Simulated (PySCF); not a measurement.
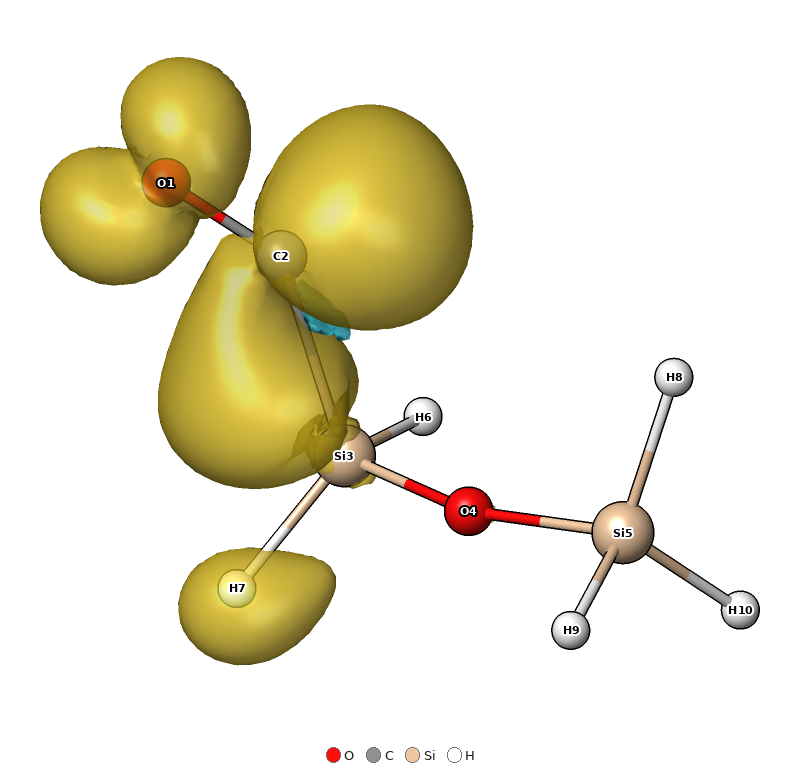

*CH5O2Si2 (doublet). Isosurfaces of the spin density (α minus β) at +0.015 (yellow) and −0.015 e/Å³ (cyan), seen at an oblique angle.*

Geometry: GFN2-xTB.

These are results of UKS B3LYP, pcH-1 on C H O Si, non-relativistic, mean-field spin-orbit, GIAO (PySCF 2.14.0, density-fitted response routines), not measurements.

```yaml
atoms:
  - { symbol: O, position_ang: [-2.5362, 2.1741, -0.5847] }
  - { symbol: C, position_ang: [-1.6455, 1.4166, -0.7108] }
  - { symbol: Si, position_ang: [-1.2410, -0.3979, -0.4063] }
  - { symbol: O, position_ang: [0.2115, -0.3447, 0.2980] }
  - { symbol: Si, position_ang: [1.7976, -0.1962, 0.6019] }
  - { symbol: H, position_ang: [-1.1482, -0.9072, -1.7736] }
  - { symbol: H, position_ang: [-2.0244, -1.2439, 0.4916] }
  - { symbol: H, position_ang: [2.2521, 1.0647, 0.0214] }
  - { symbol: H, position_ang: [1.8981, -0.2107, 2.0587] }
  - { symbol: H, position_ang: [2.4448, -1.3503, -0.0188] }
```

### Which atoms carry the spin?

The unpaired spin (1 electron) lies mostly on C2 (about 0.5), O1 (about 0.3) and Si3 (about 0.2), in electrons by Hirshfeld's partition.
